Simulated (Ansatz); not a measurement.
**Molecular dynamics, with input and output: SiN2H8ClF (part 5 of 5)**

Continued. System: SiN2H8ClF. Method: UKS PBE0/STO-3G (Ansatz 0.2.0). It belongs to a series of runs on one base structure; here: dynamics from the start.

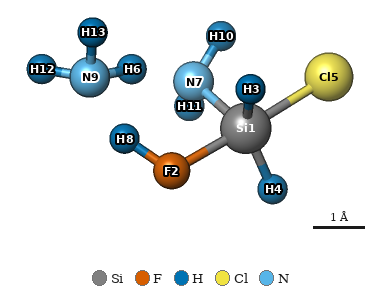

Figure 1. The geometry at step 137 of the log (ball-and-stick view, seen at a tilt; atoms are numbered from 1 in the order of the input).

### Trajectory as extended XYZ, continued
```
13
Properties=species:S:1:pos:R:3:forces:R:3 step=122 time_fs=61.0 energy=-25908.91530 temperature=1144.6
Si   -0.5144    0.6661    1.3141   -4.6704  -2.8658   0.8430
F    -1.2113   -1.0375    0.6682    2.3730   1.0533  -3.1514
H    -1.7679    1.1296    0.7323    0.5339   0.6185  -0.1086
H    -0.7817   -0.0397    2.5253    0.4288   0.1511   0.9114
Cl    0.2987    2.4029    2.0768    0.4451   2.8114   1.5176
H     0.4791   -0.1416   -1.0980    0.9691   0.2725   0.7393
N     0.8910    0.4715    0.3286    2.2857   0.2629  -1.8504
H    -0.7346   -0.9847   -0.3792   -1.6337  -1.3449   0.9082
N    -0.1301   -0.8145   -1.6815   -0.7690   0.9304   1.5914
H     1.1799    1.5137    0.2638    0.6192  -1.8636   0.0678
H     1.6207   -0.0402    0.9215   -0.3605   0.8882  -0.8962
H     0.5008   -1.4234   -2.2181    0.2760  -0.8439  -0.2480
H    -0.6016   -0.2041   -2.3750   -0.4973  -0.0701  -0.3243
13
Properties=species:S:1:pos:R:3:forces:R:3 step=124 time_fs=62.0 energy=-25908.87700 temperature=1119.0
Si   -0.5156    0.6612    1.3115   -4.7343  -2.8339   1.6319
F    -1.2050   -1.0262    0.6682    2.2499   0.9883  -2.6621
H    -1.7394    1.1526    0.6997    0.3725   0.5107  -0.0298
H    -0.7165   -0.0338    2.5685    0.3020   0.2836   0.2007
Cl    0.2973    2.3992    2.0738    0.5166   2.8465   1.4573
H     0.4686   -0.0762   -1.0598    0.5847  -1.3540   0.0781
N     0.8808    0.4696    0.3305    1.7698  -0.6429  -2.1337
H    -0.7138   -0.9782   -0.3551   -1.6303  -1.3697   0.3488
N    -0.1321   -0.8151   -1.6766    1.0091   0.7295   4.0591
H     1.1807    1.4652    0.2664    0.9190  -0.1084  -0.1369
H     1.6033   -0.0215    0.9138    0.1442   0.2447  -0.5761
H     0.4871   -1.4062   -2.2421    0.6114  -0.8718  -0.0075
H    -0.5426   -0.2023   -2.3364   -2.1146   1.5775  -2.2298
13
Properties=species:S:1:pos:R:3:forces:R:3 step=127 time_fs=63.5 energy=-25908.64136 temperature=957.0
Si   -0.5204    0.6521    1.3088   -4.3408  -2.4557   2.6793
F    -1.1934   -1.0083    0.6659    1.6523   0.6942  -1.4879
H    -1.6905    1.1960    0.6504    0.1056   0.2927   0.0565
H    -0.6138   -0.0196    2.6345   -0.0092   0.3635  -0.8632
Cl    0.2954    2.3950    2.0700    0.5922   2.8367   1.3477
H     0.4630   -0.0052   -1.0020    0.4040  -2.7936  -0.4839
N     0.8676    0.4655    0.3304    0.5798  -1.9832  -2.5143
H    -0.7108   -0.9924   -0.3153   -1.1462  -1.1104  -0.8718
N    -0.1337   -0.8151   -1.6639    1.6597   1.0342   4.1634
H     1.1996    1.3972    0.2670    1.3787   2.7243  -0.4743
H     1.5819    0.0083    0.8936    1.1132  -0.9754   0.1785
H     0.4770   -1.3951   -2.2768    0.4484  -0.4436   0.6544
H    -0.4928   -0.1700   -2.3194   -2.4378   1.8163  -2.3845
13
Properties=species:S:1:pos:R:3:forces:R:3 step=129 time_fs=64.5 energy=-25908.65424 temperature=964.7
Si   -0.5255    0.6450    1.3081   -3.8101  -1.9655   3.0869
F    -1.1846   -0.9959    0.6634    1.0668   0.4019  -0.5947
H    -1.6563    1.2287    0.6181   -0.0493   0.1098   0.1222
H    -0.5451   -0.0059    2.6696   -0.2875   0.2949  -1.3737
Cl    0.2944    2.3932    2.0679    0.6121   2.8226   1.2936
H     0.4643    0.0106   -0.9686    0.3809  -3.0698  -0.7048
N     0.8594    0.4613    0.3282    0.7171  -1.5114  -2.5787
H    -0.7232   -1.0155   -0.2975   -0.6585  -0.8187  -1.7041
N    -0.1334   -0.8143   -1.6519    0.9385   2.3309   2.0620
H     1.2278    1.3799    0.2623    1.0762   2.7968  -0.5326
H     1.5795    0.0183    0.8811    1.3370  -1.4596   0.4394
H     0.4759   -1.3937   -2.2930    0.1329  -0.0651   1.0732
H    -0.4887   -0.1268   -2.3368   -1.4562   0.1332  -0.5885
13
Properties=species:S:1:pos:R:3:forces:R:3 step=132 time_fs=66.0 energy=-25908.75052 temperature=1032.1
Si   -0.5355    0.6330    1.3091   -2.8156  -1.0388   3.0699
F    -1.1704   -0.9769    0.6590    0.3455  -0.1220   0.1439
H    -1.6062    1.2790    0.5722   -0.2163  -0.1974   0.2660
H    -0.4480    0.0193    2.6971   -0.7255   0.0315  -1.6747
Cl    0.2931    2.3919    2.0655    0.6044   2.7994   1.2461
H     0.4730   -0.0199   -0.9313    0.3751  -2.5780  -0.7672
N     0.8485    0.4534    0.3216    3.0492   0.5703  -2.1684
H    -0.7525   -1.0638   -0.3027   -0.1330  -0.2715  -2.2542
N    -0.1318   -0.8099   -1.6315   -0.1264   3.3908  -0.6484
H     1.2862    1.3982    0.2462   -0.3964   0.3055  -0.3059
H     1.5979    0.0078    0.8693    0.4690  -1.1719   0.0228
H     0.4759   -1.3920   -2.2975   -0.2616   0.2492   1.3784
H    -0.5059   -0.0643   -2.3685   -0.1685  -1.9672   1.6917
13
Properties=species:S:1:pos:R:3:forces:R:3 step=134 time_fs=67.0 energy=-25908.81133 temperature=1075.5
Si   -0.5434    0.6246    1.3110   -2.0909  -0.4069   2.5927
F    -1.1607   -0.9643    0.6562    0.1152  -0.5620  -0.0785
H    -1.5752    1.3107    0.5446   -0.2928  -0.3978   0.3857
H    -0.3914    0.0369    2.6958   -0.9710  -0.2208  -1.5402
Cl    0.2925    2.3920    2.0643    0.5827   2.7669   1.2217
H     0.4834   -0.0717   -0.9155    0.4128  -1.6923  -0.5388
N     0.8436    0.4484    0.3154    4.7636   1.3265  -1.7189
H    -0.7744   -1.1000   -0.3323   -0.0292   0.2159  -1.8857
N    -0.1308   -0.8041   -1.6183   -0.6944   3.0550  -1.5334
H     1.3226    1.4180    0.2314   -1.2731  -1.2056  -0.1112
H     1.6172   -0.0138    0.8624   -0.4462  -0.5927  -0.4485
H     0.4733   -1.3883   -2.2844   -0.3598   0.1745   1.2882
H    -0.5211   -0.0433   -2.3725    0.2831  -2.4607   2.3668
13
Properties=species:S:1:pos:R:3:forces:R:3 step=137 time_fs=68.5 energy=-25908.98009 temperature=1193.5
Si   -0.5566    0.6117    1.3155   -0.9931   0.4550   1.2462
F    -1.1460   -0.9460    0.6517   -0.1297  -1.2929  -0.9140
H    -1.5341    1.3505    0.5104   -0.3937  -0.6389   0.5556
H    -0.3243    0.0584    2.6676   -1.1785  -0.6652  -0.8639
Cl    0.2919    2.3935    2.0631    0.5316   2.6581   1.1753
H     0.5066   -0.1758   -0.8999    0.5631   0.2171   0.2406
N     0.8425    0.4425    0.3038    5.8500   1.1107  -1.1616
H    -0.8075   -1.1486   -0.4082    0.1104   1.0699  -0.8216
N    -0.1303   -0.7918   -1.6004   -1.4808   1.2504  -1.6263
H     1.3533    1.4244    0.2076   -1.7505  -2.0307   0.0631
H     1.6364   -0.0551    0.8434   -1.2913   0.1597  -0.7718
H     0.4632   -1.3808   -2.2429   -0.2368  -0.3616   0.6855
H    -0.5386   -0.0549   -2.3363    0.3994  -1.9318   2.1929
13
Properties=species:S:1:pos:R:3:forces:R:3 step=140 time_fs=70.0 energy=-25909.07302 temperature=1256.5
Si   -0.5705    0.5992    1.3209   -0.0150   1.1287  -0.5430
F    -1.1315   -0.9292    0.6463   -0.4996  -1.8038  -1.4271
H    -1.5015    1.3768    0.4881   -0.5131  -0.7496   0.6527
H    -0.2822    0.0656    2.6214   -1.1337  -1.1027   0.2065
Cl    0.2915    2.3967    2.0627    0.4684   2.4329   1.0954
H     0.5417   -0.2754   -0.8790    0.5184   2.0051   1.0391
N     0.8503    0.4382    0.2905    4.7178  -0.2549  -0.7709
H    -0.8377   -1.1745   -0.5024    0.5123   1.6926  -0.0378
N    -0.1320   -0.7776   -1.5849   -1.3292  -1.9352   0.1998
H     1.3481    1.3898    0.1848   -1.1449  -1.1042   0.0273
H     1.6294   -0.0939    0.8087   -1.0929   0.4074  -0.4731
H     0.4482   -1.3814   -2.1872   -0.0287  -1.0684  -0.1986
H    -0.5490   -0.1053   -2.2557   -0.4597   0.3520   0.2297
13
Properties=species:S:1:pos:R:3:forces:R:3 step=142 time_fs=71.0 energy=-25908.91767 temperature=1149.2
Si   -0.5799    0.5913    1.3244    0.5091   1.3860  -1.6454
F    -1.1221   -0.9191    0.6418   -0.7724  -1.9212  -1.4548
H    -1.4857    1.3855    0.4809   -0.6071  -0.7272   0.6543
H    -0.2677    0.0578    2.5915   -0.9909  -1.2981   0.9049
Cl    0.2915    2.3997    2.0628    0.4264   2.2037   1.0142
H     0.5714   -0.3203   -0.8538    0.1313   2.7199   1.1519
N     0.8596    0.4353    0.2808    2.8589  -1.7239  -0.5478
H    -0.8523   -1.1724   -0.5666    0.8419   1.7975   0.2365
N    -0.1342   -0.7696   -1.5745   -0.1741  -4.3557   2.2237
H     1.3301    1.3523    0.1700   -0.1633   0.4783  -0.1470
H     1.6113   -0.1152    0.7795   -0.4191   0.2440   0.0172
H     0.4375   -1.3935   -2.1511   -0.0886  -1.2591  -0.6064
H    -0.5602   -0.1379   -2.1965   -1.5521   2.4558  -1.8012
13
Properties=species:S:1:pos:R:3:forces:R:3 step=145 time_fs=72.5 energy=-25908.79976 temperature=1069.2
Si   -0.5935    0.5803    1.3285    1.1081   1.3024  -2.4722
F    -1.1088   -0.9058    0.6337   -1.1139  -1.7828  -1.1255
H    -1.4733    1.3859    0.4816   -0.7540  -0.5452   0.5571
H    -0.2634    0.0228    2.5642   -0.7701  -1.2409   1.4153
Cl    0.2916    2.4052    2.0634    0.3624   1.7644   0.8602
H     0.6164   -0.3382   -0.7963   -0.6555   3.0621   0.7143
N     0.8768    0.4283    0.2658   -0.1642  -3.5065  -0.2624
H    -0.8585   -1.1379   -0.6582    1.0814   1.3221   0.5736
N    -0.1377   -0.7632   -1.5560    0.7630  -4.8909   2.3735
H     1.3037    1.3103    0.1444    1.3276   2.8471  -0.4733
H     1.5797   -0.1440    0.7379    0.9495  -0.2764   0.9264
H     0.4188   -1.4334   -2.1079   -0.5739  -0.8308  -0.6640
H    -0.6058   -0.1412   -2.1420   -1.5602   2.7752  -2.4231
13
Properties=species:S:1:pos:R:3:forces:R:3 step=147 time_fs=73.5 energy=-25909.01225 temperature=1214.2
Si   -0.6022    0.5736    1.3302    1.4163   0.9229  -2.2620
F    -1.1007   -0.8980    0.6275   -1.2703  -1.5784  -0.7710
H    -1.4738    1.3793    0.4889   -0.8376  -0.3509   0.4463
H    -0.2700   -0.0154    2.5621   -0.7029  -0.9038   1.2415
Cl    0.2918    2.4095    2.0641    0.3159   1.4377   0.7468
H     0.6397   -0.3139   -0.7488   -0.9824   2.7998   0.2040
N     0.8885    0.4209    0.2554   -0.8077  -2.8146  -0.0323
H    -0.8501   -1.0984   -0.7127    0.7545   0.5580   1.0806
N    -0.1394   -0.7632   -1.5416    0.0998  -2.6309  -0.1406
H     1.2996    1.3126    0.1222    1.3891   2.5359  -0.4231
H     1.5680   -0.1656    0.7200    1.5384  -0.4113   1.2935
H     0.4002   -1.4706   -2.0870   -0.9666  -0.2778  -0.4515
H    -0.6550   -0.1102   -2.1343    0.0536   0.7134  -0.9320
13
Properties=species:S:1:pos:R:3:forces:R:3 step=150 time_fs=75.0 energy=-25909.05141 temperature=1240.2
Si   -0.6142    0.5640    1.3314    1.7916   0.2151  -1.1739
F    -1.0896   -0.8879    0.6176   -1.4245  -1.3661  -0.2811
H    -1.4898    1.3639    0.5075   -0.8986  -0.0545   0.2877
H    -0.2926   -0.0872    2.5797   -0.7074  -0.1040   0.4678
Cl    0.2923    2.4167    2.0655    0.2339   0.9361   0.5700
H     0.6568   -0.2301   -0.6765   -1.1325   1.3285  -1.1841
N     0.9052    0.4066    0.2401    0.6760   0.5537   1.3686
H    -0.8272   -1.0324   -0.7719   -0.7183  -0.8724   2.5960
N    -0.1419   -0.7660   -1.5208   -0.1065   0.8553  -4.3025
H     1.3160    1.3547    0.0825    0.3637  -0.2983   0.1269
H     1.5773   -0.2042    0.7155    1.2049   0.2116   0.9125
H     0.3541   -1.5297   -2.0630   -1.3164   0.4703  -0.0931
H    -0.7234   -0.0568   -2.1357    2.0343  -1.8755   0.7052
```

This output came from the following input.

### Input file
```yaml
crystal:
  periodic: [false, false, false]
  atoms:
    - { symbol: Si, position_ang: [-0.5298, 0.7169, 1.3982] }
    - { symbol: F, position_ang: [-1.2408, -0.9548, 0.5575] }
    - { symbol: H, position_ang: [-1.5928, 1.3138, 0.6152] }
    - { symbol: H, position_ang: [-0.3338, -0.1629, 2.5308] }
    - { symbol: Cl, position_ang: [0.2489, 2.4732, 2.2064] }
    - { symbol: H, position_ang: [0.6208, -0.2597, -0.9885] }
    - { symbol: "N", position_ang: [1.0931, 0.4187, 0.0693] }
    - { symbol: H, position_ang: [-0.8961, -1.1657, -0.5806] }
    - { symbol: "N", position_ang: [-0.1873, -1.052, -1.7039] }
    - { symbol: H, position_ang: [1.4992, 1.312, -0.1685] }
    - { symbol: H, position_ang: [1.7931, -0.1426, 0.5326] }
    - { symbol: H, position_ang: [0.2148, -1.9148, -2.0294] }
    - { symbol: H, position_ang: [-0.6894, -0.582, -2.4389] }
magnetization:
  spin_polarized: true
basis:
  gaussian: { orbitals: STO-3G }
hamiltonian:
  xc: pbe0
md:
  timestep: 0.5
  n_steps: 150
  ensemble: nve
  temperature: 1000.0
  initial_velocities: maxwell_boltzmann
  seed: 921909
```

Launch command:
```bash
ansatz run input.yaml --threads 1 --pin off --max-ram 2048MiB --backend cpu --events-out ev --progress --plain --runs-dir out
```

### Summary

```tsv
quantity	value
outcome	finished
mean temperature over the second half	1046 K
trajectory	150 steps, 75 fs
ensemble	nve
temperature in the input	1000.0 K
time step	0.5 fs
potential energy (last step)	−25909.0514 eV
mean-field energy (last step)	−25909.0514 eV
largest force (length of the vector) (last step)	4.388 eV/Å
hardware	1 thread of Arm Neoverse V1, 24 GiB of memory available, shared host
wall time	11 min
peak memory	0.16 GiB
```

### Remarks

So short a trajectory is not equilibrated.
